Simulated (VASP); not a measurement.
Band structure of NbN (rock salt). Computed with RPBE GGA, VASP's PBE PAW potentials (set 64) (plane waves; VASP).

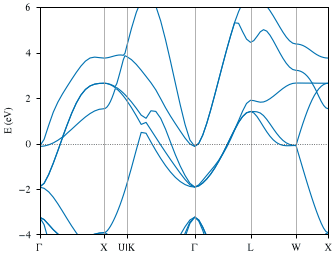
Figure: Bands along high-symmetry lines, zero at the valence-band maximum or, without a gap, the Fermi level

### Question
Read the plot: is there a gap, and where are the band edges?

### Answer
It has no gap at this level: it comes out as a metal or semimetal. (Edges off the drawn lines would not show.)

The compound is NbN in the rock salt structure, the cubic δ form, which competes with hexagonal ones. It was relaxed first.
